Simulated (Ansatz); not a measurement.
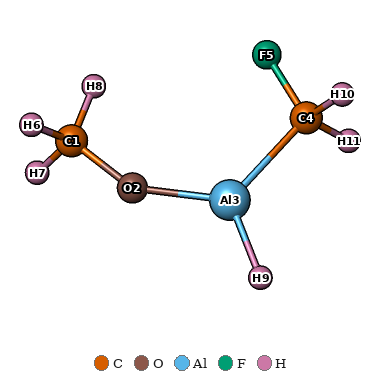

The system is C2H6AlFO, SMILES C[O][AlH][CH2]F; the picture shows the reference structure. The first coordinate is: dihedral C1–O2–Al3–C4; the second: dihedral O2–Al3–C4–F5. Nothing is relaxed (all other coordinates rigid). The grid has 15 × 15 points. Energies are in kJ/mol, from the lowest grid point. Level of theory: RHF/def2-SVP in Ansatz 0.2.0.

Its coordinates:

```tsv
atom	x (Å)	y (Å)	z (Å)
C	-0.0106	1.4365	1.4677
O	0.5481	0.2136	1.1422
Al	0.6665	-1.0399	0.0414
C	-0.3671	-1.0039	-1.6600
F	-1.1254	0.1506	-1.7462
H	0.7704	2.1896	1.5953
H	-0.5597	1.3648	2.4093
H	-0.7000	1.7867	0.6956
H	1.6102	-2.2530	0.3713
H	0.2797	-1.0448	-2.5423
H	-1.0467	-1.8572	-1.7535
```

Range: dihedral C1–O2–Al3–C4 from −180 to 156°; dihedral O2–Al3–C4–F5 from −180 to 156°.

Q: What will the energy surface look like?

A: The lowest grid point is at dihedral C1–O2–Al3–C4 = −12°, dihedral O2–Al3–C4–F5 = 12°. The bottom of the well lies between grid points, at about dihedral C1–O2–Al3–C4 = 0°, dihedral O2–Al3–C4–F5 = 0°, about 0.64 kJ/mol lower on the interpolated surface. There are further wells near dihedral C1–O2–Al3–C4 = −180°, dihedral O2–Al3–C4–F5 = −180° (0.5 kJ/mol above the lowest at that grid point); dihedral C1–O2–Al3–C4 = −12°, dihedral O2–Al3–C4–F5 = −180° (2.9 kJ/mol above the lowest at that grid point); dihedral C1–O2–Al3–C4 = −180°, dihedral O2–Al3–C4–F5 = 12° (3.6 kJ/mol above the lowest at that grid point). The highest grid point, dihedral C1–O2–Al3–C4 = 84°, dihedral O2–Al3–C4–F5 = 84°, lies 16.4 kJ/mol above the lowest. On the interpolated surface the easiest way out of the lowest well to the well at about dihedral C1–O2–Al3–C4 = 0°, dihedral O2–Al3–C4–F5 = −180° passes a barrier of about 7.5 kJ/mol, counted from the interpolated bottom of the well. Round the minimum the valley is somewhat tilted: raising dihedral C1–O2–Al3–C4 shifts the best value of dihedral O2–Al3–C4–F5 downwards (coupling k₁₂/√(k₁₁k₂₂) about 0.2).

| dihedral O2–Al3–C4–F5 ↓, dihedral C1–O2–Al3–C4 → | −180 | −156 | −132 | −108 | −84 | −60 | −36 | −12 | 12 | 36 | 60 | 84 | 108 | 132 | 156 |
| --- | --- | --- | --- | --- | --- | --- | --- | --- | --- | --- | --- | --- | --- | --- | --- |
| 156 | 1.0 | 2.6 | 6.1 | 9.3 | 10.1 | 8.3 | 5.4 | 3.3 | 3.6 | 6.0 | 9.0 | 10.5 | 9.3 | 5.9 | 2.4 |
| 132 | 2.6 | 4.1 | 7.6 | 10.9 | 11.7 | 9.9 | 6.8 | 4.8 | 5.2 | 7.9 | 11.2 | 12.7 | 11.4 | 7.9 | 4.1 |
| 108 | 4.7 | 6.0 | 9.4 | 12.5 | 13.4 | 11.6 | 8.5 | 6.5 | 7.0 | 9.9 | 13.4 | 15.3 | 14.1 | 10.5 | 6.6 |
| 84 | 6.2 | 7.2 | 10.2 | 13.1 | 13.9 | 12.0 | 8.9 | 6.8 | 7.4 | 10.4 | 14.2 | 16.4 | 15.5 | 12.0 | 8.1 |
| 60 | 5.9 | 6.8 | 9.7 | 12.2 | 12.6 | 10.5 | 7.1 | 5.0 | 5.7 | 8.9 | 12.8 | 15.3 | 14.7 | 11.5 | 7.8 |
| 36 | 4.6 | 5.7 | 8.4 | 10.7 | 10.8 | 8.3 | 4.5 | 1.9 | 2.7 | 6.1 | 10.2 | 12.9 | 12.6 | 9.8 | 6.3 |
| 12 | 3.6 | 4.8 | 7.7 | 10.0 | 10.0 | 7.2 | 3.0 | 0.0 | 0.3 | 3.7 | 7.9 | 10.7 | 10.7 | 8.2 | 5.0 |
| −12 | 3.6 | 5.1 | 8.2 | 10.7 | 10.7 | 7.9 | 3.6 | 0.2 | 0.0 | 3.0 | 7.2 | 10.0 | 10.0 | 7.7 | 4.8 |
| −36 | 4.6 | 6.4 | 9.8 | 12.6 | 12.9 | 10.2 | 6.1 | 2.6 | 1.9 | 4.5 | 8.4 | 10.8 | 10.7 | 8.4 | 5.6 |
| −60 | 5.9 | 7.9 | 11.6 | 14.7 | 15.3 | 12.8 | 8.8 | 5.7 | 5.0 | 7.1 | 10.5 | 12.6 | 12.2 | 9.6 | 6.8 |
| −84 | 6.2 | 8.2 | 12.1 | 15.5 | 16.4 | 14.2 | 10.4 | 7.4 | 6.9 | 8.9 | 12.0 | 13.9 | 13.1 | 10.2 | 7.1 |
| −108 | 4.7 | 6.6 | 10.5 | 14.1 | 15.3 | 13.4 | 9.8 | 7.0 | 6.5 | 8.6 | 11.7 | 13.4 | 12.5 | 9.4 | 6.0 |
| −132 | 2.6 | 4.2 | 7.9 | 11.5 | 12.7 | 11.1 | 7.9 | 5.2 | 4.8 | 6.8 | 9.9 | 11.7 | 10.8 | 7.6 | 4.1 |
| −156 | 1.0 | 2.4 | 6.0 | 9.3 | 10.5 | 9.0 | 6.0 | 3.6 | 3.3 | 5.4 | 8.4 | 10.1 | 9.2 | 6.1 | 2.6 |
| −180 | 0.5 | 2.0 | 5.4 | 8.6 | 9.6 | 8.0 | 5.1 | 2.9 | 2.9 | 5.1 | 8.0 | 9.6 | 8.6 | 5.4 | 2.0 |

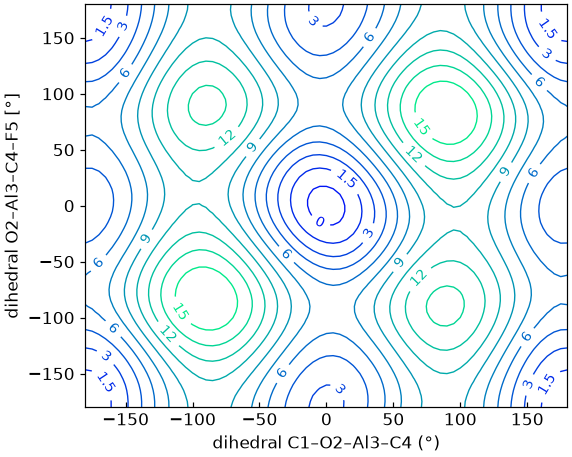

Drawn: contour lines labelled in kJ/mol. Between grid points the surface is interpolated.

Each point was launched as `ansatz run input.yaml --threads 1 --pin off --max-ram 2560MiB --backend cpu --events-out ev --progress --plain --runs-dir out`. The whole map (225 points run) took 6.8 min on 1 thread of Arm Neoverse V2 (shared host).
